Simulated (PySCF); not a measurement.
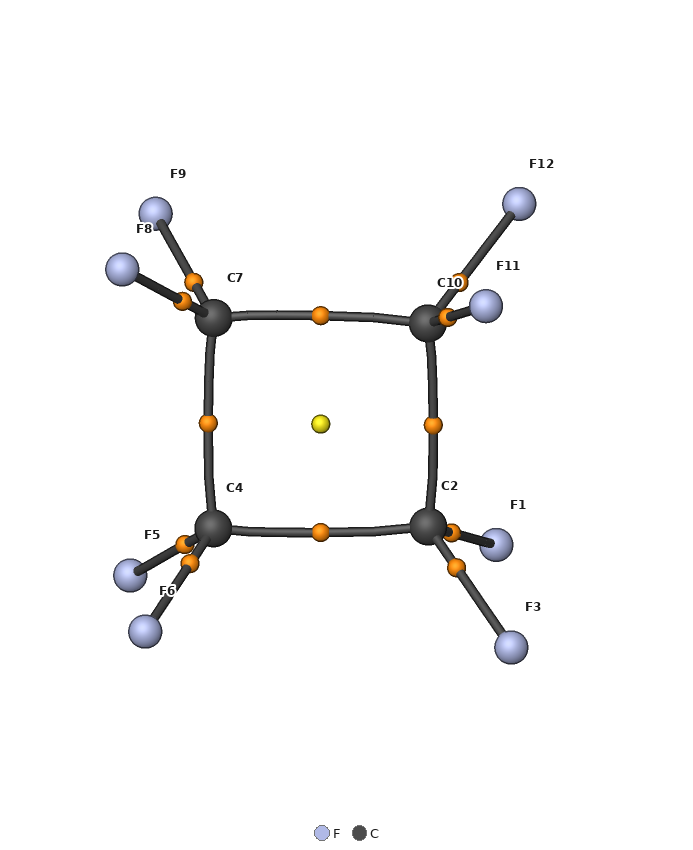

C4F8, SMILES `FC1(F)C(F)(F)C(F)(F)C1(F)F`. Molecular graph of the electron density (QTAIM): bond paths, bond critical points (orange), ring points (yellow, if any); weak paths are dashed.

Level of theory: LDA (SVWN)/def2-SVP (PySCF), at a geometry from GFN2-xTB. No frequency check shows the geometry to be a minimum.

**How many critical points of each kind are there, and does the count close?**

12 nuclei, 12 bond, 1 ring and 0 cage critical points: 12 − 12 + 1 − 0 = 1, as the Poincaré–Hopf relation requires.

**Tabulate density, Laplacian, ellipticity and energy density at the bond critical points (atomic units).**

```csv
bond,length (Å),ρ (a.u.),∇²ρ (a.u.),ε,H (a.u.)
C2–F3 (4 alike),1.333,0.274,−0.06,0.17,−0.398
F1–C2 (4 alike),1.336,0.273,−0.08,0.17,−0.394
C4–C7 (4 alike),1.568,0.246,−0.57,0.06,−0.193
```

**What kind of interaction is C2–F3?**

Shared-shell (covalent): ρ = 0.274, ∇²ρ = −0.06, H = −0.398 a.u. Its ellipticity of 0.17 shows that the density isn't cylindrical about the bond.

Run time: 13 s on 1 thread of Intel(R) Xeon(R) 6975P-C (Granite Rapids) (shared host), peak memory 0.57 GiB.
